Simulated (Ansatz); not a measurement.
GaSe under a change: Se → O

Consider GaSe in the beta-GaS type structure (space group P6_3/mmc, No. 194; a = 3.769 Å, c = 15.964 Å; layered, stacked along the Cartesian z axis).

Perturbation: every Se is replaced by O; the structure is relaxed again.

Computed with PBE-D3(BJ)/PAW in Ansatz (an electronic-structure program), no SOC, earlier PAW set. k-mesh 12×12×3 (Γ-centred); smearing 0.05 eV (Fermi–Dirac), for the changed cell.

```json
{
 "volume_per_atom": "13.21 Å³ (base 24.55 Å³)",
 "density": "5.39 g/cm³ (base 5.03 g/cm³)",
 "lattice_parameter_a": "3.101 Å (base 3.769 Å)",
 "c/a ratio": "4.092 (base 4.235)",
 "space_group": "P6_3/mmc (No. 194) (base P6_3/mmc (No. 194))",
 "shortest_interatomic_distance": "1.928 Å (base 2.444 Å)",
 "band_gap": "0.95 eV (base 0.87 eV)",
 "gap_character": "direct at Γ (base direct at Γ)",
 "width_of_the_top_valence_band": "0.86 eV (base 2.25 eV)",
 "electron_mass": "0.14 mₑ along c, 0.26 mₑ across (at Γ) (base 0.095 mₑ along c, 0.12 mₑ across (at Γ))"
}
```

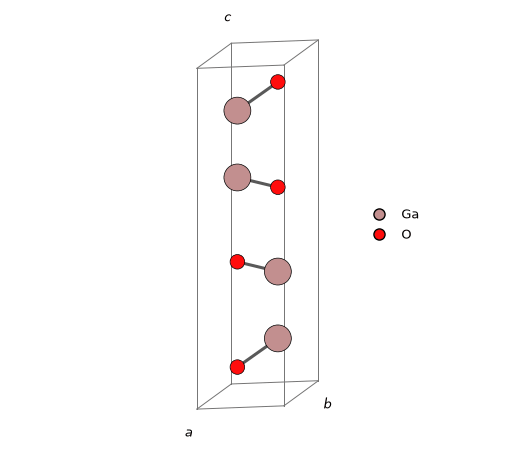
Figure. The relaxed conventional cell after the change

Cost of the whole job for the changed cell (relaxation, final SCF and bands): about 2.1 core-minutes (a rough figure).

Masses are band curvatures over ±0.01 Å⁻¹ around the edge. No phonon test of stability was made. As relaxed here, GaO is a hypothetical phase, not in the database extracts checked. The D3 term's C6 switches between coordination references near this geometry, which can add small steps to energies.
